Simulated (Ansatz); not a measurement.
**Run report: SiN$_{2}$H$_{5}$SF, geometry relaxation (part 2 of 3)**

SiN$_{2}$H$_{5}$SF; RKS PBE0-D4/def2-TZVP (Ansatz 0.2.0). The geometry is a transition state displaced along its imaginary mode. The reaction was set up to form F2–H4 and to break Si1–F2 and S3–H4 (atoms counted from 1 in the order of the input); sticks are drawn by distance alone.

Geometry of the input (Å):
```
Si 0.1498  -0.0948  0.2331
F  1.5930  -0.5150  -0.3224
S  0.6357  -0.5894  2.1947
H  1.6471  -0.7636  1.1241
N  -0.1196  1.5404  -0.1600
N  -1.0429  -1.0015  -0.5747
H  -0.4936  1.8324  -1.0445
H  0.3148  2.2944  0.3437
H  -1.4538  -0.7295  -1.4511
H  -1.2304  -1.9733  -0.3427
```

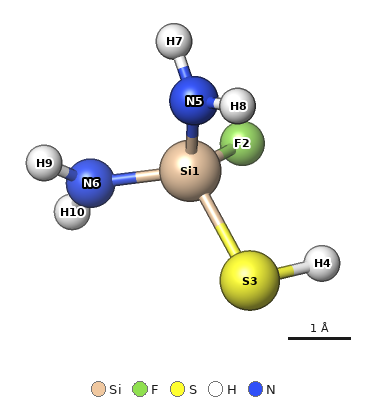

The geometry at step 12 of the log (ball-and-stick view, seen at an oblique angle; atoms are numbered from 1 in the order of the input).

## Trajectory as extended XYZ, continued
```
10
Properties=species:S:1:pos:R:3:forces:R:3 step=2 energy=-24485.60939
Si    0.1440   -0.0853    0.1927   -0.9225   0.4633  -0.5570
F     1.6106   -0.5205   -0.3508    0.5419   0.0260  -1.4970
S     0.6221   -0.5791    2.1589    0.7661  -0.1580  -0.6381
H     1.6882   -0.7982    1.2242   -0.4093  -0.2435   2.3477
N    -0.1268    1.5534   -0.1619   -0.0702  -0.1825   0.1409
N    -1.0550   -1.0074   -0.5769    0.0260  -0.0237   0.2065
H    -0.5162    1.8630   -1.0354   -0.0325   0.0150   0.0145
H     0.3316    2.2929    0.3413    0.0389  -0.0477  -0.0141
H    -1.4872   -0.7427   -1.4451   -0.0144   0.0246   0.0311
H    -1.2112   -1.9761   -0.3469    0.0759   0.1267  -0.0344
10
Properties=species:S:1:pos:R:3:forces:R:3 step=3 energy=-24486.05682
Si    0.1540   -0.0792    0.1384    0.3751  -0.0807  -0.3514
F     1.6130   -0.5042   -0.4729   -0.3712   0.1905  -0.4134
S     0.6364   -0.5797    2.1389   -0.9743   0.3238   0.1540
H     1.7048   -0.8367    1.4175    1.1852  -0.4890   0.4368
N    -0.1455    1.5560   -0.1610   -0.0820   0.0705   0.1464
N    -1.0689   -1.0004   -0.5745   -0.1093  -0.0437   0.1287
H    -0.5327    1.8778   -1.0305   -0.0453   0.0479  -0.0164
H     0.3419    2.2821    0.3360    0.0248  -0.0486  -0.0409
H    -1.5069   -0.7433   -1.4413   -0.0534   0.0084  -0.0128
H    -1.1960   -1.9724   -0.3505    0.0503   0.0208  -0.0309
10
Properties=species:S:1:pos:R:3:forces:R:3 step=4 energy=-24486.27331
Si    0.1634   -0.0750    0.0924    0.5956  -0.2061  -0.1400
F     1.6011   -0.4880   -0.5556   -0.3652   0.1495  -0.1336
S     0.5887   -0.5567    2.1123    0.5755  -0.1278  -0.4363
H     1.8055   -0.8980    1.5727   -0.5203   0.0615   0.7485
N    -0.1608    1.5616   -0.1597   -0.1038   0.1160   0.0321
N    -1.0833   -0.9964   -0.5731   -0.1471  -0.0358   0.0196
H    -0.5494    1.8947   -1.0248   -0.0436   0.0695  -0.0148
H     0.3501    2.2760    0.3299    0.0339  -0.0247  -0.0255
H    -1.5296   -0.7452   -1.4379   -0.0697  -0.0167  -0.0192
H    -1.1857   -1.9730   -0.3563    0.0446   0.0146  -0.0308
10
Properties=species:S:1:pos:R:3:forces:R:3 step=5 energy=-24486.38205
Si    0.2032   -0.0833    0.0519    0.0036   0.0195  -0.1198
F     1.5961   -0.4711   -0.6677   -0.1369   0.0201   0.1367
S     0.5594   -0.5397    2.0993    0.0298   0.0256  -0.2201
H     1.7992   -0.9283    1.7702    0.1172  -0.0682   0.1794
N    -0.1692    1.5575   -0.1540    0.0547   0.0426   0.0473
N    -1.0898   -0.9903   -0.5618    0.0139  -0.0952   0.0249
H    -0.6245    1.8965   -0.9857    0.0149   0.0234   0.0258
H     0.4249    2.2561    0.2639   -0.0614  -0.0149  -0.0520
H    -1.5953   -0.7075   -1.3853   -0.0037  -0.0323   0.0225
H    -1.1040   -1.9897   -0.4308   -0.0320   0.0795  -0.0445
10
Properties=species:S:1:pos:R:3:forces:R:3 step=6 energy=-24486.38628
Si    0.1890   -0.1019    0.0404    0.2895  -0.0079   0.0243
F     1.5888   -0.5085   -0.6424   -0.0430   0.0147  -0.1335
S     0.5906   -0.5503    2.0780   -0.1657  -0.0159   0.1592
H     1.8787   -0.8548    1.8575   -0.0231  -0.0069  -0.0605
N    -0.1660    1.5425   -0.1536   -0.0309   0.0525  -0.0629
N    -1.1073   -0.9922   -0.5869   -0.0177  -0.0737   0.0053
H    -0.6194    1.8892   -0.9824   -0.0239   0.0235  -0.0089
H     0.4168    2.2453    0.2703   -0.0057  -0.0480   0.0148
H    -1.6343   -0.6744   -1.3841   -0.0093   0.0111   0.0629
H    -1.1366   -1.9949   -0.4969    0.0298   0.0507  -0.0008
10
Properties=species:S:1:pos:R:3:forces:R:3 step=7 energy=-24486.39524
Si    0.2063   -0.0860    0.0371    0.0249   0.0176  -0.0219
F     1.5968   -0.4798   -0.6703   -0.0325  -0.0012  -0.0004
S     0.5686   -0.5361    2.0830    0.0801  -0.0299  -0.0070
H     1.8325   -0.9358    1.8497   -0.0897   0.0302   0.0248
N    -0.1702    1.5558   -0.1609    0.0267   0.0001  -0.0136
N    -1.0931   -0.9916   -0.5672    0.0239  -0.0426  -0.0211
H    -0.6377    1.8968   -0.9852    0.0110   0.0051   0.0274
H     0.4237    2.2580    0.2495   -0.0335  -0.0178  -0.0134
H    -1.6313   -0.6865   -1.3617    0.0017  -0.0145   0.0387
H    -1.0955   -1.9947   -0.4740   -0.0125   0.0531  -0.0134
10
Properties=species:S:1:pos:R:3:forces:R:3 step=8 energy=-24486.39587
Si    0.2080   -0.0873    0.0347    0.0157   0.0154  -0.0057
F     1.5968   -0.4816   -0.6740   -0.0173  -0.0061  -0.0013
S     0.5687   -0.5368    2.0817   -0.0056  -0.0021   0.0088
H     1.8323   -0.9310    1.8577   -0.0052   0.0050  -0.0011
N    -0.1686    1.5544   -0.1620    0.0168  -0.0111  -0.0151
N    -1.0919   -0.9924   -0.5681    0.0262  -0.0180  -0.0178
H    -0.6370    1.8967   -0.9848    0.0045   0.0071   0.0132
H     0.4227    2.2568    0.2504   -0.0189  -0.0039  -0.0004
H    -1.6372   -0.6835   -1.3558   -0.0061  -0.0063   0.0269
H    -1.0939   -1.9952   -0.4798   -0.0101   0.0201  -0.0075
10
Properties=species:S:1:pos:R:3:forces:R:3 step=9 energy=-24486.40629
Si    0.2265   -0.1116    0.0156   -0.0911  -0.0387   0.1286
F     1.6033   -0.5432   -0.6796    0.1142  -0.0326  -0.0470
S     0.5612   -0.5472    2.0751    0.0119   0.0341  -0.0502
H     1.8626   -0.8148    1.8873    0.0174   0.0017   0.0188
N    -0.1329    1.5277   -0.1963   -0.0184   0.1167   0.0145
N    -1.0659   -1.0108   -0.5981   -0.2189   0.0749  -0.2045
H    -0.5500    1.9012   -1.0316    0.0238  -0.0326  -0.0463
H     0.3351    2.2396    0.3389   -0.0092  -0.0698   0.0187
H    -1.7435   -0.6264   -1.2391    0.0995  -0.0326   0.1595
H    -1.0963   -2.0146   -0.5722    0.0708  -0.0211   0.0078
10
Properties=species:S:1:pos:R:3:forces:R:3 step=10 energy=-24486.41270
Si    0.2236   -0.1217    0.0119   -0.0071  -0.0188   0.0909
F     1.6016   -0.5556   -0.6834    0.0410  -0.0374  -0.0379
S     0.5637   -0.5508    2.0712   -0.0210   0.0149   0.0052
H     1.8780   -0.7714    1.9124    0.0027   0.0082  -0.0256
N    -0.1312    1.5194   -0.1953   -0.0934   0.0772  -0.0965
N    -1.0727   -1.0126   -0.6072    0.0051  -0.1248  -0.0296
H    -0.5263    1.8982   -1.0406    0.0533  -0.0541   0.0026
H     0.3278    2.2257    0.3515    0.0247  -0.0101   0.0712
H    -1.7703   -0.6119   -1.2070   -0.0687   0.0581   0.0200
H    -1.0941   -2.0192   -0.6136    0.0634   0.0867  -0.0003
10
Properties=species:S:1:pos:R:3:forces:R:3 step=11 energy=-24486.44144
Si    0.2161   -0.1471    0.0026    0.1624   0.0386  -0.0443
F     1.5960   -0.5912   -0.6939   -0.1641  -0.0514  -0.0046
S     0.5644   -0.5539    2.0626   -0.0056  -0.0237   0.1086
H     1.9003   -0.6496    1.9432   -0.0679   0.0301  -0.0605
N    -0.1278    1.4981   -0.2045   -0.1250   0.1583  -0.2537
N    -1.0770   -1.0272   -0.6386   -0.0710  -0.0392  -0.1683
H    -0.3739    1.8946   -1.1040    0.1194  -0.1220   0.2630
H     0.2511    2.1847    0.4262   -0.0314  -0.0459  -0.0171
H    -1.8850   -0.5773   -1.0475    0.2303  -0.1926   0.1974
H    -1.0640   -2.0311   -0.7462   -0.0469   0.2477  -0.0206
10
Properties=species:S:1:pos:R:3:forces:R:3 step=12 energy=-24486.41262 accepted=F
Si    0.2107   -0.1683   -0.0081    0.2406   0.0760  -0.0992
F     1.5886   -0.6218   -0.7059   -0.2670  -0.0527  -0.0033
S     0.5548   -0.5604    2.0553    0.2676  -0.0377   0.1343
H     1.9071   -0.5330    1.9555   -0.3563   0.0267  -0.0343
N    -0.1250    1.4804   -0.2146   -0.0194   0.4830  -0.4715
N    -1.0752   -1.0386   -0.6750   -1.0353   0.5919  -0.3629
H    -0.2216    1.8905   -1.1518    0.1097  -0.2742   0.8591
H     0.1795    2.1449    0.4892   -0.1238  -0.2068  -0.3658
H    -1.9820   -0.5625   -0.8785    1.4020  -0.9417   0.3247
H    -1.0368   -2.0310   -0.8660   -0.2179   0.3355   0.0188
10
Properties=species:S:1:pos:R:3:forces:R:3 step=13 energy=-24486.46275
Si    0.2221   -0.1547    0.0020    0.0760   0.0407  -0.0733
F     1.5951   -0.6127   -0.6933   -0.1063  -0.0482   0.0122
S     0.5560   -0.5562    2.0668    0.0000   0.0008   0.0472
H     1.8918   -0.6039    1.9319   -0.0179   0.0139  -0.0013
N    -0.1262    1.4881   -0.2113   -0.0398   0.0493  -0.0496
N    -1.0582   -1.0221   -0.6745   -0.0537   0.0351  -0.1143
H    -0.3221    1.8825   -1.1189    0.0603  -0.0227   0.0959
H     0.2146    2.1688    0.4453   -0.0167   0.0164  -0.0152
H    -1.9144   -0.5690   -0.9547    0.1446  -0.1540   0.1262
H    -1.0586   -2.0206   -0.7933   -0.0464   0.0685  -0.0277
10
Properties=species:S:1:pos:R:3:forces:R:3 step=14 energy=-24486.47799
Si    0.2219   -0.1583   -0.0077    0.0886  -0.0057  -0.0144
F     1.5908   -0.6303   -0.6974   -0.0754  -0.0329  -0.0046
S     0.5430   -0.5603    2.0623    0.0032   0.0126   0.0293
H     1.8811   -0.5604    1.9401   -0.0207   0.0069   0.0054
N    -0.1229    1.4858   -0.2119   -0.0113   0.0556  -0.0314
N    -1.0461   -1.0193   -0.7145   -0.1329   0.0800  -0.1066
H    -0.2826    1.8841   -1.1244    0.0310  -0.0079   0.0643
H     0.2101    2.1614    0.4547   -0.0199  -0.0015  -0.0185
H    -1.9451   -0.5860   -0.8611    0.1502  -0.1402   0.0839
H    -1.0500   -2.0166   -0.8401   -0.0129   0.0332  -0.0074
10
Properties=species:S:1:pos:R:3:forces:R:3 step=15 energy=-24486.48906
Si    0.2330   -0.1720   -0.0342   -0.3451   0.1692  -0.0184
F     1.5723   -0.6669   -0.7489    0.0602  -0.0796   0.0218
S     0.5122   -0.5534    2.0522    0.0059  -0.0245  -0.0965
H     1.8486   -0.4758    1.9645    0.0576   0.0012   0.0276
N    -0.0912    1.4820   -0.2169    0.0616  -0.0252   0.0603
N    -1.0485   -1.0115   -0.7630    0.1368  -0.0113   0.0107
H    -0.2135    1.9145   -1.1176   -0.0018  -0.0272  -0.0212
H     0.2001    2.1359    0.4897   -0.0057  -0.0133  -0.0125
H    -1.9842   -0.6443   -0.7285    0.0320   0.0023   0.0380
H    -1.0288   -2.0084   -0.8971   -0.0013   0.0084  -0.0096
10
Properties=species:S:1:pos:R:3:forces:R:3 step=16 energy=-24486.49052
Si    0.2081   -0.1590   -0.0306    0.1414  -0.1279  -0.0262
F     1.5457   -0.6940   -0.7292    0.0218   0.0297  -0.0156
S     0.5036   -0.5812    2.0455   -0.0282   0.0482   0.0097
H     1.8384   -0.4428    1.9781   -0.0132  -0.0043  -0.0167
N    -0.0679    1.4997   -0.2146   -0.0506  -0.0667  -0.0112
N    -1.0493   -1.0112   -0.7798   -0.1087   0.1628   0.0326
H    -0.2393    1.9216   -1.1127    0.0149  -0.0222   0.0050
H     0.2576    2.1579    0.4718   -0.0203  -0.0111   0.0162
H    -1.9971   -0.6894   -0.6765   -0.0073  -0.0275  -0.0146
H    -0.9998   -2.0014   -0.9519    0.0502   0.0189   0.0209
10
Properties=species:S:1:pos:R:3:forces:R:3 step=17 energy=-24486.49087
Si    0.2117   -0.1661   -0.0322   -0.1028   0.0977  -0.0375
F     1.5465   -0.6791   -0.7455    0.0527  -0.0412  -0.0345
S     0.5093   -0.5566    2.0428   -0.0098  -0.0447   0.0826
H     1.8454   -0.4493    1.9573    0.0017   0.0084  -0.0013
N    -0.0900    1.4898   -0.2138    0.0371  -0.0348  -0.0253
N    -1.0590   -1.0043   -0.7748    0.0588  -0.0324   0.0134
H    -0.1415    1.9090   -1.1280   -0.0492   0.0367   0.0059
H     0.1857    2.1416    0.4998    0.0228   0.0073   0.0004
H    -2.0078   -0.6905   -0.6610    0.0071   0.0113  -0.0039
H    -1.0002   -1.9945   -0.9447   -0.0184  -0.0084   0.0002
10
Properties=species:S:1:pos:R:3:forces:R:3 step=18 energy=-24486.49426
Si    0.2182   -0.1654   -0.0336   -0.0121   0.0173   0.0038
F     1.5561   -0.6886   -0.7377    0.0066  -0.0065  -0.0042
S     0.5046   -0.5719    2.0447    0.0030   0.0054   0.0036
H     1.8403   -0.4489    1.9705   -0.0004  -0.0048   0.0038
N    -0.0767    1.4900   -0.2140    0.0033  -0.0186  -0.0033
N    -1.0509   -1.0012   -0.7802   -0.0031  -0.0063   0.0035
H    -0.2163    1.9088   -1.1187   -0.0024   0.0137  -0.0002
H     0.2251    2.1486    0.4826   -0.0018  -0.0017  -0.0027
H    -1.9976   -0.6769   -0.6777    0.0056   0.0020   0.0040
H    -1.0028   -1.9943   -0.9360    0.0014  -0.0005  -0.0083
10
Properties=species:S:1:pos:R:3:forces:R:3 step=19 energy=-24486.49441
Si    0.2169   -0.1635   -0.0319    0.0063   0.0053  -0.0038
F     1.5545   -0.6911   -0.7345   -0.0038  -0.0045   0.0028
S     0.5021   -0.5639    2.0482    0.0099   0.0091  -0.0014
H     1.8391   -0.4586    1.9698   -0.0021  -0.0037   0.0058
N    -0.0747    1.4916   -0.2163   -0.0017  -0.0037   0.0039
N    -1.0512   -1.0012   -0.7770   -0.0095   0.0048  -0.0107
H    -0.2205    1.9112   -1.1197   -0.0028  -0.0018  -0.0001
H     0.2293    2.1511    0.4786   -0.0013  -0.0023   0.0026
H    -1.9996   -0.6846   -0.6670    0.0046  -0.0013  -0.0012
H    -0.9958   -1.9909   -0.9503    0.0004  -0.0020   0.0021
10
Properties=species:S:1:pos:R:3:forces:R:3 step=20 energy=-24486.49444
Si    0.2173   -0.1626   -0.0327    0.0271   0.0036  -0.0027
F     1.5549   -0.6923   -0.7339   -0.0069  -0.0035   0.0028
S     0.5040   -0.5570    2.0490   -0.0015   0.0029   0.0099
H     1.8427   -0.4692    1.9773   -0.0105  -0.0006  -0.0152
N    -0.0745    1.4921   -0.2179   -0.0097   0.0064  -0.0137
N    -1.0508   -1.0005   -0.7782    0.0225  -0.0155  -0.0090
H    -0.2292    1.9124   -1.1200    0.0016  -0.0133   0.0156
H     0.2299    2.1521    0.4761    0.0000  -0.0011   0.0040
H    -1.9986   -0.6843   -0.6680   -0.0241   0.0073   0.0026
H    -0.9955   -1.9906   -0.9517    0.0015   0.0139   0.0057
10
Properties=species:S:1:pos:R:3:forces:R:3 step=21 energy=-24486.49457
Si    0.2175   -0.1616   -0.0315    0.0155  -0.0008   0.0006
F     1.5558   -0.6925   -0.7303   -0.0048  -0.0028   0.0039
S     0.5032   -0.5523    2.0511    0.0086   0.0050   0.0005
H     1.8423   -0.4771    1.9710   -0.0105  -0.0027  -0.0042
N    -0.0750    1.4927   -0.2181   -0.0094   0.0090  -0.0120
N    -1.0494   -1.0003   -0.7782    0.0110  -0.0071  -0.0102
H    -0.2318    1.9122   -1.1201    0.0017  -0.0113   0.0135
H     0.2289    2.1534    0.4755    0.0002  -0.0017   0.0018
H    -1.9976   -0.6839   -0.6696   -0.0134   0.0032   0.0020
H    -0.9939   -1.9905   -0.9497    0.0012   0.0092   0.0040
10
Properties=species:S:1:pos:R:3:forces:R:3 step=22 energy=-24486.49477
Si    0.2180   -0.1569   -0.0282    0.0006  -0.0094   0.0059
F     1.5588   -0.6923   -0.7189   -0.0005  -0.0018   0.0045
S     0.5026   -0.5333    2.0579    0.0581   0.0076  -0.0153
H     1.8438   -0.5125    1.9587   -0.0492  -0.0051   0.0119
N    -0.0775    1.4956   -0.2207   -0.0109   0.0151  -0.0062
N    -1.0449   -0.9987   -0.7785   -0.0046   0.0077  -0.0120
H    -0.2449    1.9119   -1.1220    0.0016  -0.0101   0.0099
H     0.2261    2.1593    0.4703    0.0025  -0.0015  -0.0024
H    -1.9943   -0.6835   -0.6732    0.0017  -0.0034   0.0021
H    -0.9877   -1.9895   -0.9454    0.0008   0.0010   0.0016
```
